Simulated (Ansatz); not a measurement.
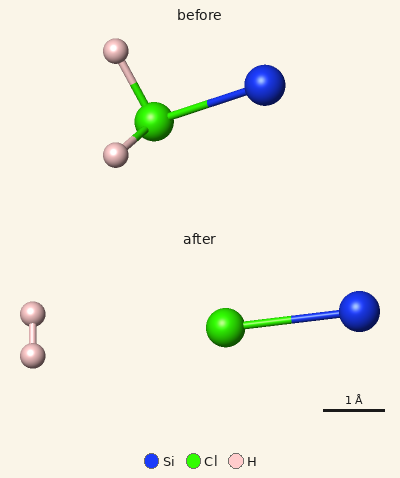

The structure of SiH2Cl (charge −1) before (top) and after (bottom) a relaxation, at one scale.

Style: ball-and-stick. Shown at a tilt.

It is one of the separated reactants of a reaction.

These are results of RKS PBE-D4/def2-SVPD in Ansatz 0.2.0, not measurements. Set-up: force threshold 0.03 eV/Å; at most 250 steps.

**What changed between the two?**

Over 13 geometry steps the energy falls by 6.801 eV. The largest force component goes from 4.1 to 0.022 eV/Å. The atom that moves furthest after the best rigid fit is the Si atom (1.56 Å). By element the largest moves are Si 1.56 Å, H 1.51 Å, Cl 1.34 Å. Among the contacts that change: Cl–H 1.330 → 3.204 Å, H–H 1.918 → 0.768 Å, Cl–Si 2.246 → 2.276 Å. New bonds form: H–H (1.92 → 0.77 Å). Bonds break: Cl–H (1.33 → 3.20 Å). Cost: 18 s on 2 threads of Intel Xeon Platinum 8175M @ 2.50GHz, with other jobs on the host.
